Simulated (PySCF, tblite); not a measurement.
**C3H11ClO2Si3: geometry, infrared bands and NMR shifts**

Wanted: the infrared bands and NMR shifts of C3H11ClO2Si3 (`C[C@@H]1C[Si@@H](Cl)[Si@@H](O[SiH3])O1`), by calculation.

Computed with tblite 0.8.0 and PySCF 2.14.0, with density-fitted response routines of our own, on a single molecule in the gas phase. Atoms are numbered from 0 throughout.

### 1 The starting structure

20 atoms, charge 0, multiplicity 1; geometry from: force field or distance geometry start.

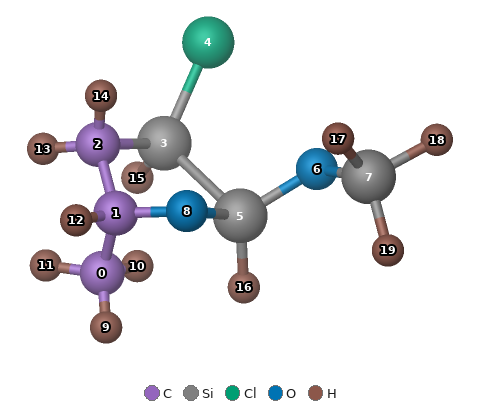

As it starts; carbon purple, silicon grey, chlorine teal, oxygen blue, hydrogen brown, atoms numbered.

### 2 Relaxing the molecule with GFN2-xTB

Job settings and geometry (Å):

```
{"job": {"kind": "relax", "xc": "GFN2-xTB", "basis": "xTB"}, "charge": 0, "multiplicity": 1}
C     -2.000700    -0.921200     0.540500
C     -1.197100     0.178300     1.180300
C     -1.396000     1.412300     0.377500
Si    -0.688200     0.912800    -1.298900
Cl     0.450800     2.425300    -2.112100
Si     0.630600    -0.650800    -0.315300
O      2.176900    -0.232400    -0.789200
Si     3.447800    -0.496000     0.295700
O      0.167500    -0.117900     1.264100
H     -2.050600    -1.848900     1.130500
H     -1.640200    -1.085100    -0.500100
H     -3.050000    -0.521100     0.415400
H     -1.654000     0.361300     2.194100
H     -2.494200     1.580500     0.220900
H     -0.929400     2.325800     0.778300
H     -1.666500     0.315800    -2.166000
H      0.195500    -1.997400    -0.602000
H      3.448400     0.475100     1.389800
H      4.691700    -0.246600    -0.459100
H      3.552400    -1.859000     0.813800
```

Command:

```bash
> OMP_NUM_THREADS=1 python probes_run.py task.json out
```

One launch serves the whole session: the jobs run in the order shown.

**Question.** This job is followed by: GFN2-xTB harmonic vibrations, gas phase; GIAO PBE0/pcSseg-1 NMR shielding, non-relativistic, gas phase. What will the session give for the following? strongest single infrared mode (GFN2-xTB); zero-point energy (GFN2-xTB); 13C shifts against TMS (PBE0/pcSseg-1); 1H shifts against TMS (PBE0/pcSseg-1, means over atoms taken as alike); 29Si shifts against TMS (PBE0/pcSseg-1); 35Cl shifts against HCl (PBE0/pcSseg-1); 17O shifts against H2O (PBE0/pcSseg-1); surface potential, least and greatest.

**Answer**, as computed:

```
                                                              quantity                                         value
                             strongest single infrared mode (GFN2-xTB)                         1098 cm⁻¹, 599 km/mol
                                          zero-point energy (GFN2-xTB)                                 84.4 kcal/mol
                                13C shifts against TMS (PBE0/pcSseg-1)                          72.5, 32.0, 31.4 ppm
1H shifts against TMS (PBE0/pcSseg-1, means over atoms taken as alike)  5.39, 5.17, 5.16, 4.83, 1.71, 1.65, 1.01 ppm
                               29Si shifts against TMS (PBE0/pcSseg-1)                       -14.1, -28.4, -42.0 ppm
                               35Cl shifts against HCl (PBE0/pcSseg-1)                                       -97 ppm
                                17O shifts against H2O (PBE0/pcSseg-1)                               121.0, 36.3 ppm
                                 surface potential, least and greatest                            -1.09 V and 1.34 V
```

What this shows: The optimisation took 137 steps and gained 1.599 eV; among the close pairs (by a distance rule), Si5–O8 changed most, from 1.730 to 1.628 Å. The lowest mode is imaginary (35i cm⁻¹), so the xTB geometry is not a minimum. The strongest single mode, at 1098 cm⁻¹, moves mainly O6. GFN2-xTB is a fitted tight-binding method: band positions and strengths are rough. Its intensities can rank the bands wrongly. At PBE0/pcSseg-1, counted by nearest atom on the grid, the HOMO lies on Si3 21 %; Si5 15 %, the LUMO on Si3 25 %; Si5 15 %.
